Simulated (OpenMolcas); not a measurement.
**Excited-state calculation, with input and output: InH3 (part 4 of 4)**

InH3, SMILES [H][In]([H])[H]; CASPT2/ANO-RCC-VDZP, DKH2 (OpenMolcas 26.06). The geometry comes from this level: GFN2-xTB.

Geometry of the input (Å):
```
In 0.0000  0.0000  0.0000
H  0.0000  0.0000  1.7186
H  1.4888  0.0000  -0.8588
H  -1.4859  0.0022  -0.8623
```

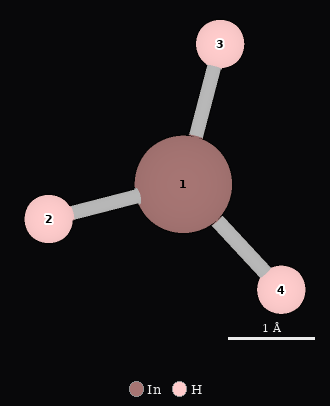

Fig. 1: The structure as given in the input (ball-and-stick view, seen at a tilt; atoms are numbered from 1 in the order of the input). Sticks mark near contacts.

The program's output, continued
```
--------------------------------------------------------------------------------------------------------------
 Report on small energy denominators, large coefficients, and large energy contributions.
CASE  SYMM ACTIVE-MIX  NON-ACTIVE INDICES          DENOMINATOR     RHS VALUE       COEFFICIENT     CONTRIBUTION
VJTU     1  Mu1.0002  In1.022                       0.54423530      0.01438653     -0.02537760     -0.00036510
ATVX     1  Mu1.0001  Se1.030                       0.07571918     -0.00000540      0.00002416     -0.00000000
ATVX     1  Mu1.0002  Se1.030                       0.07881973      0.00000020     -0.00000089     -0.00000000
ATVX     1  Mu1.0003  Se1.030                       0.27043446      0.02432148     -0.06700341     -0.00162962
ATVX     1  Mu1.0004  Se1.030                       0.27580683      0.00039034     -0.00106777     -0.00000042
ATVX     1  Mu1.0005  Se1.030                       0.27580696     -0.00107678      0.00294538     -0.00000317
ATVX     1  Mu1.0006  Se1.030                       0.28117952     -0.01134977      0.03092462     -0.00035099
ATVX     1  Mu1.0001  Se1.031                       0.11130149      0.00000727     -0.00002977     -0.00000000
ATVX     1  Mu1.0002  Se1.031                       0.11440204     -0.00000032      0.00000128     -0.00000000
ATVX     1  Mu1.0003  Se1.031                       0.30601677     -0.03714190      0.09589175     -0.00356160
ATVX     1  Mu1.0006  Se1.031                       0.31676183      0.02235682     -0.05712666     -0.00127717
ATVX     1  Mu1.0001  Se1.032                       0.21297897      0.00000027     -0.00000078     -0.00000000
ATVX     1  Mu1.0002  Se1.032                       0.21607952      0.00000471     -0.00001252     -0.00000000
ATVX     1  Mu1.0012  Se1.032                       0.65883566      0.02539653     -0.03649064     -0.00092674
ATVX     1  Mu1.0001  Se1.033                       0.23942450      0.00001086     -0.00003540     -0.00000000
ATVX     1  Mu1.0002  Se1.033                       0.24252505     -0.00000049      0.00000156     -0.00000000
ATVX     1  Mu1.0003  Se1.033                       0.43413978     -0.02622218      0.05399844     -0.00141596
ATVX     1  Mu1.0010  Se1.033                       0.67990853      0.03402804     -0.04718534     -0.00160562
ATVX     1  Mu1.0005  Se1.035                       0.89904494     -0.02636243      0.02901859     -0.00076500
ATVX     1  Mu1.0003  Se1.038                       1.00186832      0.03228935     -0.03217205     -0.00103881
BJAIM    1  Se1.049 In1.019 Se1.054 In1.020         6.14052017     -0.19032122      0.03096004     -0.00589235
BJAIM    1  Se1.055 In1.019 Se1.055 In1.020         6.95333297      0.25791135     -0.03719086     -0.00959194
BJAIM    1  Se1.051 In1.021 Se1.051 In1.022         6.43215090     -0.18389296      0.02859103     -0.00525769
BJAIM    1  Se1.050 In1.021 Se1.051 In1.023         6.43146338      0.17878141     -0.02779686     -0.00496956
BJAIM    1  Se1.053 In1.022 Se1.053 In1.023         6.52055962     -0.18496568      0.02836653     -0.00524684
--

   (Skipping property calculation,
    use PROP keyword to activate)
--

  Total CASPT2 energies:
::    CASPT2 Root  1     Total energy:  -5879.20197067
::    CASPT2 Root  2     Total energy:  -5879.02402731
::    CASPT2 Root  3     Total energy:  -5879.02705817
::    CASPT2 Root  4     Total energy:  -5878.85543516

++ Multi-State CASPT2 section:
********************************************************************************
  MULTI-STATE CASPT2 SECTION
--------------------------------------------------------------------------------

  Output diagonal energies have been shifted. Add    5879.0000000000000

  Effective Hamiltonian matrix (Symmetric):

                1               2               3               4
   1    -11758.20197067
   2        -0.00000021 -11758.02402731
   3         0.00000384      0.00016014 -11758.02705817
   4         0.00000312      0.00016004     -0.00653293 -11757.85543516

       Total MS-CASPT2 energies:
::    MS-CASPT2 Root  1     Total energy:  -5879.20197067
::    MS-CASPT2 Root  2     Total energy:  -5879.02731488
::    MS-CASPT2 Root  3     Total energy:  -5879.02401906
::    MS-CASPT2 Root  4     Total energy:  -5878.85518670

       Eigenvectors:
            1.00000000      0.00002266     -0.00000005      0.00000856
            0.00000119     -0.05046101      0.99872562      0.00091115
           -0.00002229      0.99800362      0.05045918     -0.03798227
           -0.00000942      0.03797984      0.00100729      0.99927800

--

  THE ORIGINAL CI ARRAYS ARE NOW MIXED AS LINEAR
  COMBINATIONS, GIVEN BY THE EIGENVECTORS.
  A NEW JOBIPH FILE NAMED 'JOBMIX' IS PREPARED.
********************************************************************************

++ Mixed CI coefficients:
  The CI coefficients for the MIXED state nr.   1
--------------------------------------------------------------------------------
 CI COEFFICIENTS LARGER THAN  5.00E-02
  Occupation of active orbitals, and spin coupling
  of open shells. (u,d: Spin up or down).
  SGUGA info is (Midvert:IsyUp:UpperWalk/LowerWalk)
        Conf  SGUGA info        Occupation    Coefficient         Weight
           1  ( 1:1:   1/   1)   222000         -0.982200       0.964718
          13  ( 3:1:   3/   1)   220020          0.087686       0.007689
          16  ( 3:1:   6/   1)   220002          0.058300       0.003399
          21  ( 3:1:   5/   2)   2ud0ud          0.105970       0.011230
          31  ( 3:1:   3/   4)   202020          0.061445       0.003776

  The CI coefficients for the MIXED state nr.   2
--------------------------------------------------------------------------------
 CI COEFFICIENTS LARGER THAN  5.00E-02
  Occupation of active orbitals, and spin coupling
  of open shells. (u,d: Spin up or down).
  SGUGA info is (Midvert:IsyUp:UpperWalk/LowerWalk)
        Conf  SGUGA info        Occupation    Coefficient         Weight
           5  ( 2:1:   1/   2)   2u2d00          0.879164       0.772929
           8  ( 2:1:   1/   3)   u22d00         -0.397454       0.157970
          12  ( 3:1:   2/   1)   220ud0          0.101725       0.010348
          20  ( 3:1:   4/   2)   2udu0d          0.070972       0.005037
          36  ( 3:1:   2/   5)   ud2ud0          0.093820       0.008802
          42  ( 3:1:   2/   6)   022ud0         -0.055172       0.003044
          48  ( 4:1:   2/   1)   2uud0d          0.066101       0.004369
          51  ( 4:1:   2/   2)   u2ud0d         -0.060945       0.003714
          53  ( 4:1:   1/   3)   uu2dd0         -0.072735       0.005290
          57  ( 5:1:   2/   1)   2u0d20          0.076895       0.005913
          62  ( 5:1:   7/   1)   2u0d02          0.051518       0.002654
          75  ( 5:1:   4/   3)   20udud          0.064514       0.004162
          99  ( 5:1:   4/   6)   uuddud         -0.072446       0.005248

  The CI coefficients for the MIXED state nr.   3
--------------------------------------------------------------------------------
 CI COEFFICIENTS LARGER THAN  5.00E-02
  Occupation of active orbitals, and spin coupling
  of open shells. (u,d: Spin up or down).
  SGUGA info is (Midvert:IsyUp:UpperWalk/LowerWalk)
        Conf  SGUGA info        Occupation    Coefficient         Weight
           2  ( 2:1:   1/   1)   22ud00         -0.954269       0.910630
          14  ( 3:1:   4/   1)   220u0d         -0.125522       0.015756
          18  ( 3:1:   2/   2)   2udud0         -0.189892       0.036059
          24  ( 3:1:   2/   3)   u2dud0         -0.066152       0.004376
          32  ( 3:1:   4/   4)   202u0d         -0.072837       0.005305
          47  ( 4:1:   1/   1)   2uudd0          0.065251       0.004258
          50  ( 4:1:   1/   2)   u2udd0          0.069555       0.004838
          59  ( 5:1:   4/   1)   2u0dud          0.064587       0.004171
          73  ( 5:1:   2/   3)   20ud20          0.085174       0.007255

  The CI coefficients for the MIXED state nr.   4
--------------------------------------------------------------------------------
 CI COEFFICIENTS LARGER THAN  5.00E-02
  Occupation of active orbitals, and spin coupling
  of open shells. (u,d: Spin up or down).
  SGUGA info is (Midvert:IsyUp:UpperWalk/LowerWalk)
        Conf  SGUGA info        Occupation    Coefficient         Weight
           5  ( 2:1:   1/   2)   2u2d00         -0.374348       0.140136
           8  ( 2:1:   1/   3)   u22d00         -0.875415       0.766351
          12  ( 3:1:   2/   1)   220ud0         -0.170267       0.028991
          20  ( 3:1:   4/   2)   2udu0d         -0.167992       0.028221
          30  ( 3:1:   2/   4)   202ud0         -0.105928       0.011221
          65  ( 5:1:   2/   2)   u20d20         -0.063494       0.004032
          70  ( 5:1:   7/   2)   u20d02         -0.052072       0.002712
          83  ( 5:1:   4/   4)   ududud         -0.055031       0.003028
          99  ( 5:1:   4/   6)   uuddud         -0.061158       0.003740

--

--- Stop Module: caspt2 /rc=_RC_ALL_IS_WELL_ ---
--- Module caspt2 spent 1 second ---

.##################.
.# Happy landing! #.
.##################.

    Timing: Wall=7.37 User=6.27 System=1.09
```
